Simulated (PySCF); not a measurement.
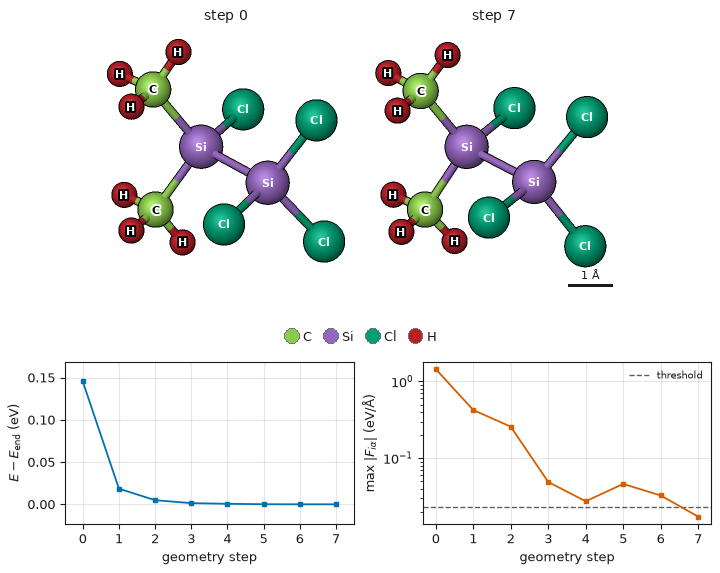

First and last geometry of a relaxation of C2H6Cl4Si2, with the history of the run. A ball-and-stick model, seen at a tilt.

The start comes from GFN2-xTB.

Theory: PBE0-D3(BJ)/def2-SVP geometry optimisation, gas phase (PySCF). 

Read the history and describe the run.

It converged. The atom that moves furthest after the best rigid fit is a Cl atom (0.20 Å). Largest moves by element: Cl 0.20 Å, H 0.12 Å, Si 0.06 Å, C 0.05 Å. Among the contacts that change: Cl–Si 2.030 → 2.081 Å, C–Si 1.906 → 1.864 Å, Cl–Si 2.030 → 2.059 Å, C–H 1.086 → 1.102 Å. Bond angles that change, for instance: Cl–Si–Si 110.7° → 106.2°, C–Si–C 110.8° → 114.2°, Cl–Si–Cl 106.7° → 108.9°. After 7 geometry steps the energy has fallen by 0.145 eV. Largest force component: 1.4 eV/Å at the start, 0.017 eV/Å at the end.
